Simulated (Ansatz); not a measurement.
# H₂O₂Si···HCl: what the fields show

Input

```
crystal:
  periodic: [false, false, false]
  atoms:
    - { symbol: Si, position_ang: [-0.909177, 0.057723, 0.567202] }
    - { symbol: H, position_ang: [1.515255, 0.167959, 1.647698] }
    - { symbol: Cl, position_ang: [2.415943, -0.105598, 0.702473] }
    - { symbol: O, position_ang: [-1.153421, 1.344705, -0.455833] }
    - { symbol: H, position_ang: [-1.331202, 1.125894, -1.382553] }
    - { symbol: O, position_ang: [-1.137757, -1.196466, -0.526327] }
    - { symbol: H, position_ang: [-1.050141, -2.090618, -0.169959] }
basis:
  gaussian: { orbitals: def2-SVP }
hamiltonian:
  xc: b3lyp
  dispersion: d4
relax:
  f_tol: 0.03
  max_steps: 50
output:
  orbitals: {}
```

Run with:

```sh
ansatz run input.yaml --threads 1 --pin off --max-ram 2048MiB --backend cpu --events-out ev --progress --plain --runs-dir out
```

The fields are those of the run's last geometry, not of the input's.

All numbers below come from Ansatz 0.2.0, RKS B3LYP-D4/def2-SVP.

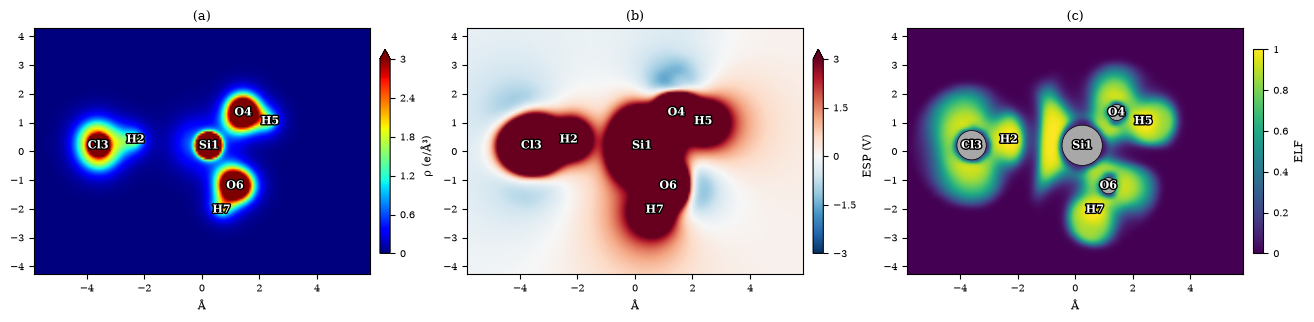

Figure 1. (a) total electron density; (b) molecular electrostatic potential; (c) electron localisation function on the molecular plane. Grey discs cover the atomic cores in the ELF map.

Interpret the plot.

Answer.
- The plane passes through Si, H, Cl and O nuclei.
- Si1···H2 (2.56 Å): the density falls to about 0.12 e/Å³ on the way; the ELF dips to about 0.20 between them.
- Si–O (1.66 Å): ρ at the midpoint is about 1.1 e/Å³; the ELF peaks at about 0.85 between the atoms: a polar covalent bond.
- O–H (0.97 Å): ρ at the midpoint is about 3.6 e/Å³; the ELF climbs to about 1 towards the hydrogen, as it does in any bond to H (a covalent bond by its length).
- Cl–H (1.31 Å): ρ is about 1.8 e/Å³ halfway; the ELF climbs to about 1 towards the hydrogen.
- The ELF also peaks beside O6, Cl3 and O4, away from the bonds: lone-pair regions.
- Outside the dense part of the complex the potential is most negative (−1.6 V) near O4.

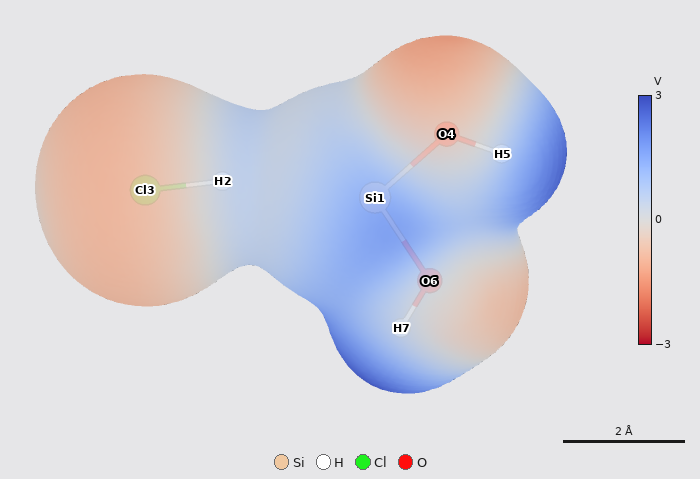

Figure 2. The electrostatic potential painted on the density surface at 0.002 e/bohr³, seen at a tilt; the colour scale runs from red (negative) to blue (positive).

Which sites attract a positive test charge, and which a negative one?

Answer. A positive charge is drawn to the negative regions and a negative charge to the positive ones. The most negative region (about −1.3 V) lies over O4, the most positive (about +2.8 V) over H7. O4 is the likeliest acceptor of a hydrogen bond.

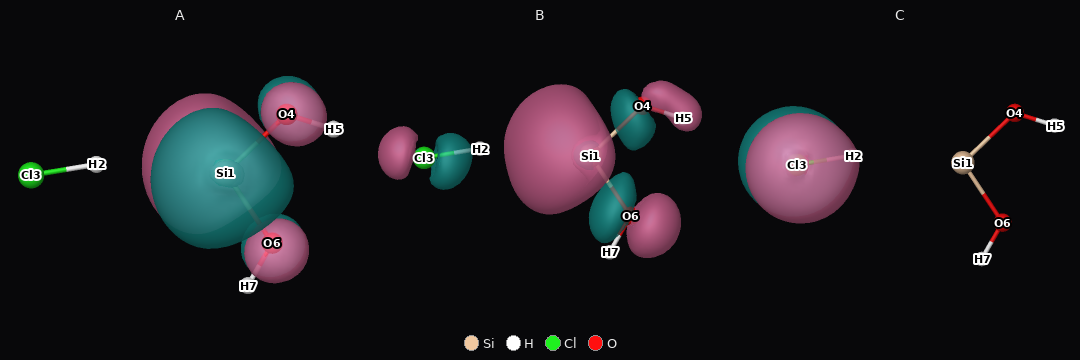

Figure 3. Three frontier orbitals at ±0.1 Å⁻³ᐟ² (teal and pink are the two phases), in no order.

Order the three orbitals by energy and name them.

Answer. C is the HOMO−1 (−8.09 eV). Its weight (Hirshfeld) is mainly on Cl3 (about 95 %); it changes sign across the molecular plane (π type). B is the HOMO (−7.32 eV). Its weight (Hirshfeld) is mainly on Si1 (about 65 %), O6 (about 15 %) and O4 (about 5 %); it is symmetric in the molecular plane (an in-plane orbital: σ, lone-pair or in-plane π type). A is the LUMO (−1.56 eV). By Hirshfeld shares it lies mainly on Si1 (about 75 %), O4 (about 10 %) and O6 (about 10 %); it changes sign across the molecular plane (π type).

What is the HOMO–LUMO gap?

Answer. 5.76 eV between the orbital energies.
